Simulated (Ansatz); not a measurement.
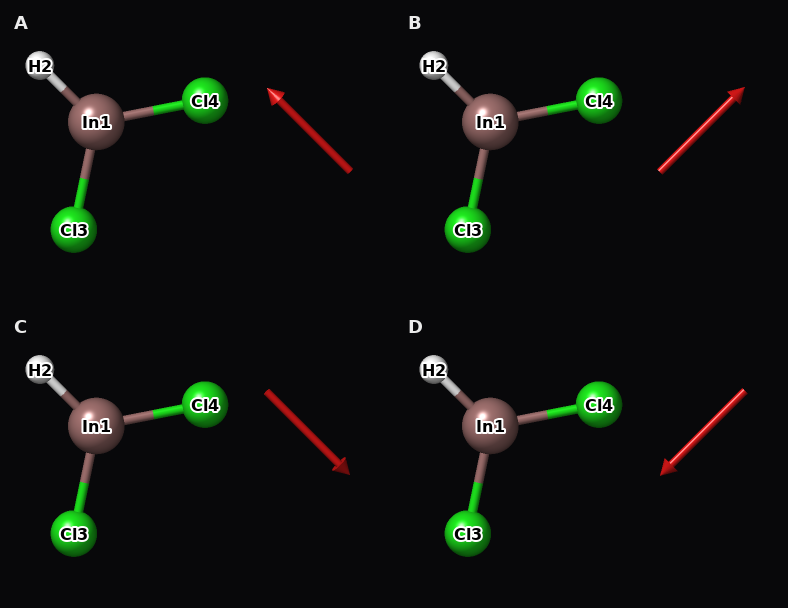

The same molecule four times, each with an arrow. The geometry was computed by an optimisation with PBE0-D4/def2-TZVP. Properties computed with RKS PBE0-D4/def2-TZVP, core potentials on In (Ansatz 0.2.0).

Question: Which arrow points along the dipole moment, from the negative to the positive end?

Answer: A. The dipole moment is 2.56 D; it points from the side of Cl3, Cl4 to the side of H2 (the outermost atoms at the two ends).
